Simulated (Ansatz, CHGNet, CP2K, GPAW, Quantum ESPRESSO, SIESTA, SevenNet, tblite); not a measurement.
**How far do other methods lie from plane waves? H-capped Ge nanowire along [111] (48 atoms)**

One geometry of H-capped Ge nanowire along [111] (48 atoms) is solved by several programs and methods. How far do their forces lie from a plane-wave PBE run?

Results are calculated, not measured.

## 1. The cell

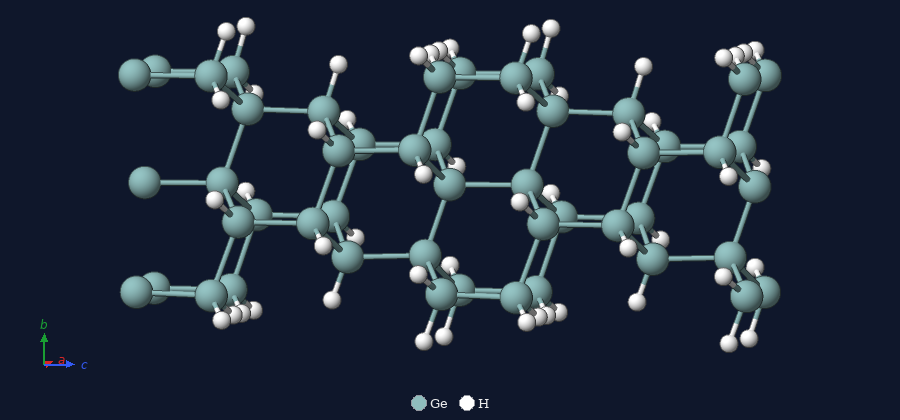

The cell (germanium teal, hydrogen white). 1×1×2 cells are drawn. Some periodic images of atoms are drawn too.

The cell holds 48 atoms (22 Ge and 26 H), with edges of 15.50, 18.81 and 9.80 Å. Recipe: square section of size parameter 3.53 Å cut from diamond-structure Ge (a = 5.658 Å) along [111], 1 period, broken bonds capped with H, 9 Å of vacuum. Then every atom was moved at random, 0.02 Å r.m.s. a Cartesian component (hydrogen 0.6 of that).

## 2. The reference input

Quantum ESPRESSO 7.5: Kohn-Sham DFT, PBE, SSSP efficiency 1.3.0 pseudopotentials, plane waves. Its input, pw.in:

```
&control
  calculation = 'scf'
  pseudo_dir = './pseudo'
  outdir = './tmp'
  disk_io = 'none'
  tprnfor = .true.
/
&system
  ibrav = 0
  nat = 48
  ntyp = 2
  ecutwfc = 45
  ecutrho = 360
  nosym = .true.
  occupations = 'smearing'
  smearing = 'fd'
  degauss = 0.003675
/
&electrons
  conv_thr = 2.4e-07
  electron_maxstep = 100
  mixing_beta = 0.4
  mixing_mode = 'local-TF'
  diagonalization = 'david'
/
ATOMIC_SPECIES
Ge 72.630 Ge.upf
H 1.008 H.upf
CELL_PARAMETERS angstrom
15.49929 0.00000 0.00000
0.00000 18.81460 0.00000
0.00000 0.00000 9.79994
ATOMIC_POSITIONS crystal
Ge 0.37203 0.31852 0.00367
Ge 0.36620 0.31374 0.24991
Ge 0.37323 0.43812 0.33735
Ge 0.37208 0.43662 0.58153
[... 42 atom lines left out ...]
H 0.70986 0.60046 0.61017
H 0.70884 0.52236 0.97006
K_POINTS gamma
```

```console
$ OMP_NUM_THREADS=1 mpirun -np 4 pw.x -in pw.in > output.txt
```

Run time: 2.5 min. Hardware: 4 MPI ranks of Arm Neoverse V2, shared host; peak memory 5.3 GiB; 9.9 min of CPU time.

It converged with an r.m.s. force component of 0.44 eV/Å.

Its highest filled and lowest empty levels lie 2.86 eV apart on its k-points.

## 3. The other programs

- CHGNet: machine-learned potential, published weights.
- CP2K 2026.2: Gaussian basis with GTH pseudopotentials and a plane-wave density; labels give functional, basis (MOLOPT sets; SR short-range, UZH the newer set with its own potentials), grid cutoff/relative cutoff and solver (OT: orbital transformation; TRS4, TC2, SIGN: linear-scaling purification with its sparsity filter), or its built-in tight binding.
- GPAW 26.7.0: PAW with atomic orbitals (LCAO), plane waves or a real-space grid of spacing h.
- SIESTA 5.4.2: numerical atomic orbitals, whose automatically made sets are far from complete, with PseudoDojo norm-conserving potentials that we converted to its format (checked against plane waves on the same files for H, C, O, Si, Ge and Ca alone); labels give functional, basis size, energy shift and mesh cutoff.
- SevenNet: machine-learned potential, published weights.
- tblite 0.8.0: extended tight binding, driven from Python.

All use the same cell and atoms, and the electronic-structure runs the same k-mesh.

## 4. Side by side

Differences are against the reference: forces as r.m.s. over components, share as that over the reference's r.m.s. force, slope as the fitted ratio of a run's forces to the reference's.

| run | Δ force, r.m.s. (meV/Å) | share (%) | slope | Δ gap (eV) | cores | CPU time | memory (GiB) |
| --- | --- | --- | --- | --- | --- | --- | --- |
| reference | - | - | - | - | 4 | 9.9 min | 5.3 |
| CHGNet 0.3.0 potential | 181 | 41.7 | 0.675 | - | 1 | 3 s | 0.49 |
| CP2K GFN1-xTB, OT DIIS | 317 | 72.8 | 0.759 | - | 1 | 2 s | 0.28 |
| CP2K PBE, DZVP-MOLOPT (SR for Ge), 450/50 Ry, OT DIIS | 23.0 | 5.28 | 1.002 | 0.0686 | 2 | 7.1 min | 2.2 |
| CP2K PBE, DZVP-MOLOPT-SR, 225/50 Ry, OT DIIS (coarse) | 102 | 23.4 | 0.934 | 0.102 | 1 | 100 s | 0.91 |
| CP2K PBE, DZVP-MOLOPT-SR, 315/50 Ry, OT DIIS (coarse) | 102 | 23.5 | 0.934 | 0.102 | 1 | 2.3 min | 1.4 |
| CP2K PBE, DZVP-MOLOPT-SR, 450/50 Ry, OT DIIS | 102 | 23.5 | 0.934 | 0.102 | 2 | 3.6 min | 2.2 |
| CP2K PBE, DZVP-MOLOPT-SR, 450/70 Ry, OT DIIS | 102 | 23.5 | 0.934 | 0.102 | 2 | 3.9 min | 2.2 |
| CP2K PBE, SZV-MOLOPT-SR, 450/50 Ry, OT DIIS (coarse) | 423 | 97.2 | 0.902 | 1.24 | 1 | 2.7 min | 2.0 |
| CP2K PBE, SZV-MOLOPT-SR, 450/50 Ry, TRS4 filter 1e-05, SCF 1e-06 (coarse) | 425 | 97.6 | 0.901 | - | 1 | 27 s | 2.0 |
| CP2K PBE, SZV-MOLOPT-SR, 450/50 Ry, TRS4 filter 1e-06, SCF 1e-06 (coarse) | 425 | 97.6 | 0.901 | - | 1 | 27 s | 2.0 |
| CP2K PBE, SZV-MOLOPT-SR, 450/50 Ry, TRS4 filter 1e-07, SCF 1e-07 (coarse) | 423 | 97.1 | 0.902 | - | 1 | 32 s | 2.0 |
| CP2K PBE, TZVP-MOLOPT (SR for Ge), 450/50 Ry, OT DIIS | 19.9 | 4.57 | 0.976 | 0.0629 | 2 | 6.9 min | 2.2 |
| CP2K RPBE, PBE potentials, DZVP-MOLOPT-SR, 450/50 Ry, OT DIIS | 122 | 28.0 | 0.918 | 0.136 | 2 | 3.5 min | 2.2 |
| CP2K r2SCAN, SCAN potentials, DZVP-UZH(SCAN), 600/50 Ry, OT DIIS | 240 | 55.2 | 0.820 | 0.363 | 4 | 8.4 min | 5.2 |
| GPAW PBE, LCAO dzp, h 0.2 Å | 186 | 42.6 | 1.226 | 0.104 | 1 | 36 s | 1.2 |
| GPAW PBE, LCAO sz(dzp), h 0.2 Å (coarse) | 936 | 215 | 2.027 | 0.139 | 1 | 21 s | 1.1 |
| GPAW PBE, LCAO szp(dzp), h 0.2 Å (coarse) | 518 | 119 | 1.542 | 0.167 | 1 | 33 s | 1.2 |
| SIESTA PBE, DZ, shift 0.01 Ry, mesh 300 Ry (coarse) | 83.1 | 19.1 | 1.117 | 0.254 | 1 | 44 s | 0.68 |
| SIESTA PBE, DZP, shift 0.01 Ry, mesh 300 Ry | 80.8 | 18.6 | 0.971 | 0.136 | 1 | 75 s | 0.89 |
| SIESTA PBE, DZP, shift 0.02 Ry, mesh 300 Ry | 202 | 46.5 | 0.826 | 0.173 | 1 | 53 s | 0.8 |
| SIESTA PBE, SZ, shift 0.01 Ry, mesh 300 Ry (coarse) | 922 | 212 | 2.062 | 0.513 | 1 | 33 s | 0.63 |
| SIESTA PBE, SZ, shift 0.02 Ry, mesh 300 Ry (coarse) | 772 | 177 | 1.948 | 0.424 | 1 | 28 s | 0.59 |
| SIESTA PBE, SZP, shift 0.01 Ry, mesh 300 Ry (coarse) | 347 | 79.7 | 1.448 | 0.228 | 1 | 61 s | 0.84 |
| SevenNet 0 potential | 178 | 40.9 | 0.723 | - | 1 | 6.4 s | 0.63 |
| SevenNet l3i5 potential | 185 | 42.5 | 0.751 | - | 1 | 7.4 s | 0.8 |
| tblite GFN1-xTB | 284 | 65.3 | 0.868 | - | 1 | 1.2 s | 0.17 |
| tblite GFN2-xTB | 235 | 53.9 | 0.856 | - | 1 | 1.3 s | 0.17 |

Rows marked coarse were listed beforehand as settings not expected to be converged; some can still land near the reference.

Times of the machine-learned potentials are mostly Python's start and the loading of weights.

Runs without a result: CP2K HSE06 with ADMM, PBE0 potentials, DZVP-UZH, 450/50 Ry, OT DIIS (cut off at its time limit); CP2K PBE+rVV10L, DZVP-MOLOPT-SR, 450/50 Ry, OT DIIS (cut off at its time limit).

CPU time is summed over cores on shared hosts, so it is rough.

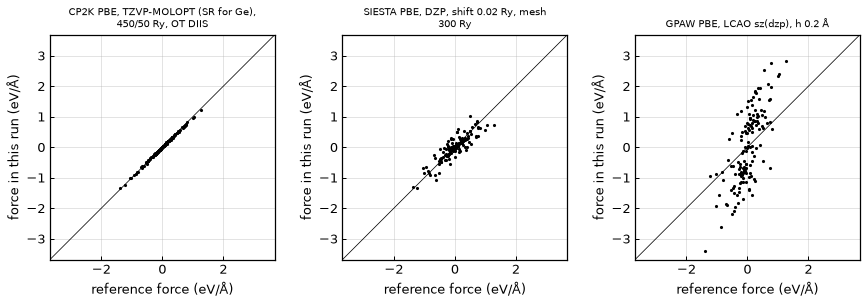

Force components against those of the reference; the line marks equality.

## 5. What came out

Forces lie from 4.6 % (CP2K PBE, TZVP-MOLOPT (SR for Ge), 450/50 Ry, OT DIIS) to 215 % (GPAW PBE, LCAO sz(dzp), h 0.2 Å, coarse) of the reference's r.m.s. force of 0.44 eV/Å away from it. The PBE runs in local orbitals, coarse settings apart, differ by 4.6 % (CP2K PBE, TZVP-MOLOPT (SR for Ge), 450/50 Ry, OT DIIS) to 47 % (SIESTA PBE, DZP, shift 0.02 Ry, mesh 300 Ry); basis, grid and potentials can all enter. Tight binding differs by 54 % (tblite GFN2-xTB) to 73 % (CP2K GFN1-xTB, OT DIIS); it is another model, with fitted parameters of its own, and the xTB methods hold dispersion. Machine-learned potentials differ by 41 % (SevenNet 0 potential) to 42 % (SevenNet l3i5 potential); they were trained on other programs' data. Among those trained on PBE data the slope goes as low as 0.67.

Rows with another functional or a dispersion term differ by 28 % (CP2K RPBE, PBE potentials, DZVP-MOLOPT-SR, 450/50 Ry, OT DIIS) to 55 % (CP2K r2SCAN, SCAN potentials, DZVP-UZH(SCAN), 600/50 Ry, OT DIIS), which mixes the change of model with differences of basis and potentials, some of them made for another functional. Runs with settings chosen to be coarse differ by 19 % (SIESTA PBE, DZ, shift 0.01 Ry, mesh 300 Ry) to 215 % (GPAW PBE, LCAO sz(dzp), h 0.2 Å), their programs' other errors included. SIESTA PBE, DZ, shift 0.01 Ry, mesh 300 Ry stiffens the forces by a factor of 1.12 while following their directions (correlation 0.991). In GPAW PBE, LCAO dzp, h 0.2 Å the difference has nearly one length on every H (0.38 eV/Å) and points along its bond, outwards: this method prefers longer bonds, and stiff bonds to hydrogen turn a small shift into a large force. From CP2K PBE, DZVP-MOLOPT-SR, 225/50 Ry, OT DIIS to the finer CP2K PBE, DZVP-MOLOPT-SR, 450/70 Ry, OT DIIS the share goes from 23.4 to 23.5 %, so the grid isn't what parts these runs from the reference. Gaps at PBE, coarse settings apart, lie +0.06 to +0.17 eV from the reference's, on k-points that hold the band edges only if these fold onto them.

Caveats: Periodic xTB results under one method name differ between programs and library versions. The potentials hold different valence shells: 334 electrons in the reference, 114 in CP2K with TZVP-MOLOPT and 114 in GPAW; this bears on time and differences. GPAW's setups keep the filled d shell of Ge in the core. Machine-learned potentials mimic data converged in k, so the reference's own k-point error enters their differences. The electronic-structure runs sample only Γ, in a cell whose periodic width is 10 Å. The reference's 45/360 Ry lie under the cutoffs that SSSP recommends for H (60/480 Ry). Spin–orbit coupling is left out. Where levels are smeared, the DFT runs use Fermi–Dirac occupations at 580 K (0.05 eV), and energies are free energies. The atoms were displaced at random, and shares hang on the size of the forces that this gives. The reference's cutoffs and mesh weren't converged further here.

[Logs are printed without paths, hosts, clocks, repeated set-up lines and the standing remarks that a program may print on its own settings, such as how far it seeks lower states.]

[Hosts, paths, dates, database ids (printed as entryN), source tags and the programs' standing remarks are cut or masked in the printed files.]

[Cells were taken only where this reference lay near another plane-wave run.]
